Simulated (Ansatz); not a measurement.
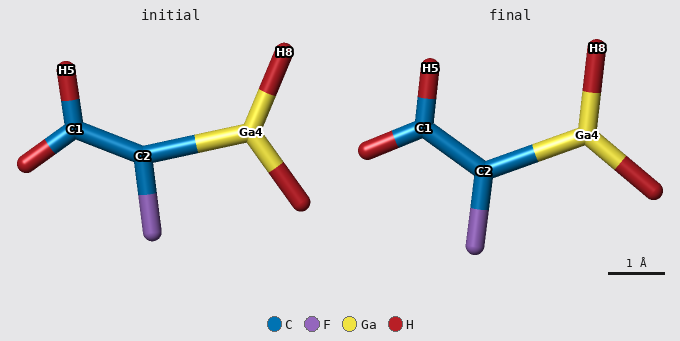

The structure of C₂H₄FGa before (left) and after (right) a relaxation, at one scale.

A stick model, seen face on.

The run prepares an end point of a later path (hydrogen shift) calculation, from a guessed geometry.

Level of theory: RKS PBE/def2-SVP in Ansatz 0.2.0. Set-up: no spin polarisation; force threshold 0.02 eV/Å; at most 50 steps.

Q: What changed between the two?

A: Over 7 geometry steps the energy falls by 7.34 kcal/mol. The largest force component goes from 1.8 to 0.0072 eV/Å. The atom that moves furthest after the best rigid fit is an H atom (0.50 Å). Largest moves by element: H 0.50 Å, F 0.40 Å, C 0.29 Å, Ga 0.08 Å. Near-neighbour distances that change, for instance: C–F 1.399 → 1.360 Å, C–C 1.320 → 1.350 Å, C–Ga 2.003 → 1.978 Å, C–H 1.077 → 1.099 Å. Among the angles between lasting bonds that change: C–C–Ga 146.3° → 124.1°, F–C–Ga 95.4° → 117.2°, C–Ga–H 125.1° → 116.6°. The run took 13 s on 2 threads of Intel(R) Xeon(R) Platinum 8175M CPU @ 2.50GHz (Skylake/Cascade Lake) (shared host), peak memory 0.15 GiB.
